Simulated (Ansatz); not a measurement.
WH$_{4}$O$_{2}$F$_{4}$: several calculations on one system

## 1. Relaxation

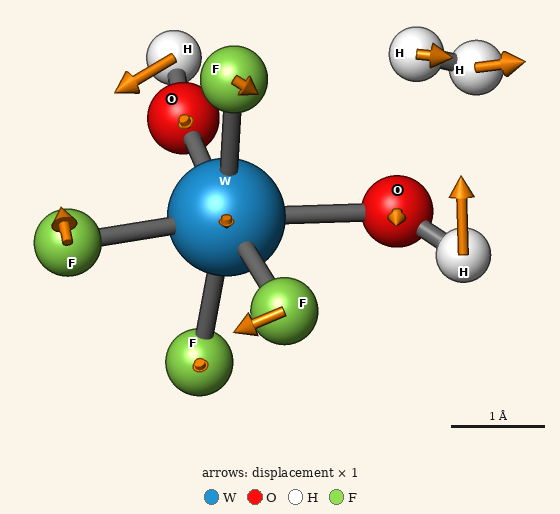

This is a relaxation of WH₄O₂F₄. The starting structure is drawn; orange arrows show the displacements, at their true length. The two geometries are superimposed by the best rigid fit.

The picture is a ball-and-stick view, seen at a tilt.

The run prepares an end point of a later path (reaction) calculation, from a guessed geometry.

Level of theory: RKS LDA/def2-SVP (Ansatz).

The input:
```yaml
crystal:
  periodic: [false, false, false]
  atoms:
    - { symbol: W, position_ang: [-0.233774, -0.151545, -0.04499] }
    - { symbol: O, position_ang: [-0.308239, 0.163895, 1.834661] }
    - { symbol: H, position_ang: [-0.554937, 1.017367, 2.241287] }
    - { symbol: F, position_ang: [1.559888, 0.328147, -0.223591] }
    - { symbol: F, position_ang: [-0.63861, 1.664254, -0.164579] }
    - { symbol: F, position_ang: [-2.047697, -0.545682, -0.133413] }
    - { symbol: O, position_ang: [0.231135, -1.901047, 0.220833] }
    - { symbol: H, position_ang: [0.575394, -2.76951, 0.48971] }
    - { symbol: F, position_ang: [-0.288303, -0.182999, -1.904517] }
    - { symbol: H, position_ang: [1.872167, 1.053891, 1.598453] }
    - { symbol: H, position_ang: [1.643675, 1.110929, 2.287545] }
basis:
  gaussian: { orbitals: def2-SVP }
hamiltonian:
  xc: lda
relax:
  f_tol: 0.03
  max_steps: 50
```

Launched with:
```bash
ansatz run input.yaml --threads 4 --pin off --max-ram 5120MiB --backend cpu --events-out ev --progress --plain --runs-dir out
```

Atoms of which element are displaced furthest, and by how much?

Answer. Hydrogen: up to 0.87 Å, against 0.61 Å for fluorine.

What did the optimiser do to the structure, and how much energy did it gain?

Answer. After 23 accepted moves (25 points after the start) the energy has fallen by 0.281 eV. The largest force component goes from 2 to 0.026 eV/Å. The line search rejected the trial steps at points 18, 24 of the run. The forces were under the threshold at step 23, but the run went on from there. The largest move after the best rigid fit is that of H3, 0.87 Å. By element the largest moves are H 0.87 Å, F 0.61 Å, O 0.21 Å, W 0.15 Å. Among the contacts that change: W1–H10 2.931 → 3.318 Å, W1–O2 1.907 → 1.847 Å, H10–H11 0.728 → 0.789 Å, W1–O7 1.830 → 1.859 Å. Bond angles that change, for instance: W1–O7–H8 169.9° → 135.5°, O7–W1–F9 97.8° → 85.4°, O2–W1–F5 83.9° → 95.5°.

## 2. Relaxation

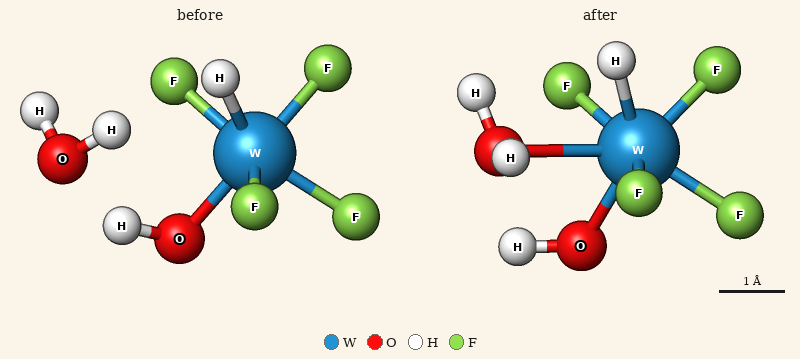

The structure of WH₄O₂F₄ before (left) and after (right) a relaxation, at one scale.

The picture is a ball-and-stick view, seen at a tilt.

The run prepares an end point of a later path (reaction) calculation, from a guessed geometry.

Level of theory: Ansatz, RKS LDA/def2-SVP.

Input
```yaml
crystal:
  periodic: [false, false, false]
  atoms:
    - { symbol: W, position_ang: [0.165099, 0.231884, -0.426504] }
    - { symbol: O, position_ang: [0.314409, -0.629985, 2.568283] }
    - { symbol: H, position_ang: [-0.57353, -0.290222, 2.856631] }
    - { symbol: F, position_ang: [1.970297, 0.042927, 0.008311] }
    - { symbol: F, position_ang: [-0.712349, 1.563971, -1.383299] }
    - { symbol: F, position_ang: [-1.393721, 0.453058, 0.611033] }
    - { symbol: O, position_ang: [-0.081995, -1.536425, 0.068371] }
    - { symbol: H, position_ang: [0.039204, -1.530646, 1.09316] }
    - { symbol: F, position_ang: [0.782591, -0.119696, -2.143294] }
    - { symbol: H, position_ang: [0.561661, 1.409805, 0.76416] }
    - { symbol: H, position_ang: [0.739035, 0.193028, 2.184549] }
basis:
  gaussian: { orbitals: def2-SVP }
hamiltonian:
  xc: lda
relax:
  f_tol: 0.03
  max_steps: 50
output:
  orbitals: {}
```

Launched with:
```bash
ansatz run input.yaml --threads 4 --pin off --max-ram 5120MiB --backend cpu --events-out ev --progress --plain --runs-dir out
```

**Summarise the run.**

Over 17 geometry steps the energy falls by 58.1 kJ/mol. Largest force component: 0.63 eV/Å at the start, 0.0082 eV/Å at the end. H3 moves most after the best rigid fit: 0.70 Å. Largest moves by element: H 0.70 Å, O 0.59 Å, F 0.35 Å, W 0.26 Å. Some distances before and after: W1–O2 3.120 → 2.293 Å, W1–H3 3.405 → 2.734 Å, O7–H8 1.032 → 0.983 Å, W1–O7 1.853 → 1.877 Å. New bonds form, among them: W1–O2 (3.12 → 2.29 Å). Among the angles between lasting bonds that change: O7–W1–H10 119.9° → 140.0°, W1–O7–H8 104.1° → 117.2°, F5–W1–H10 88.5° → 79.0°. Cost: 21 s on 4 threads of Arm Neoverse V2 (shared host), peak memory 0.2 GiB.

## 3. Path

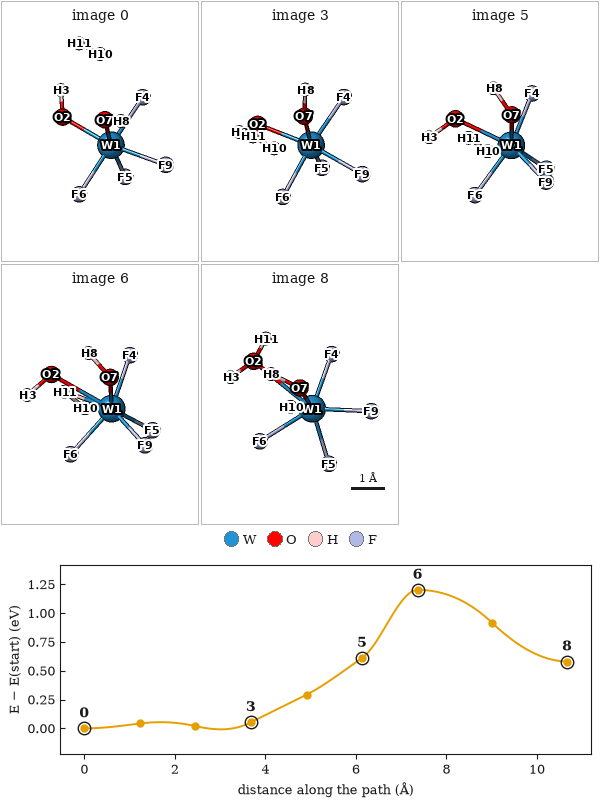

NEB run on WH4O2F4. Images are numbered from 0 (start) to 8 (end). The picture is a ball-and-stick view, seen from a free direction.

Computed with Ansatz, RKS LDA/def2-SVP. Set-up: 7 movable images; climbing image; force threshold 0.03 eV/Å; iteration limit 60; starting path through a guess of the saddle point.

> What happens along the path, and what is the barrier?

The energy climbs by 1.20 eV to image 6 and then falls by 0.62 eV, so the end point sits at +0.58 eV. The path has more than one stage, and so few images may leave a stage unresolved. Breaking: H10–H11 (0.79 → 0.93 at the top → 2.36 Å). Forming: O2–H11 (2.69 → 1.40 at the top → 0.99 Å), W1–H10 (3.32 → 1.95 at the top → 1.72 Å). The band converged in 38 iterations. The largest component of the band force went from 200 to 0.019 eV/Å. The climbing image converged on the top of the path. Its vibrational analysis gives one imaginary mode (647i cm⁻¹), as a transition state must have.
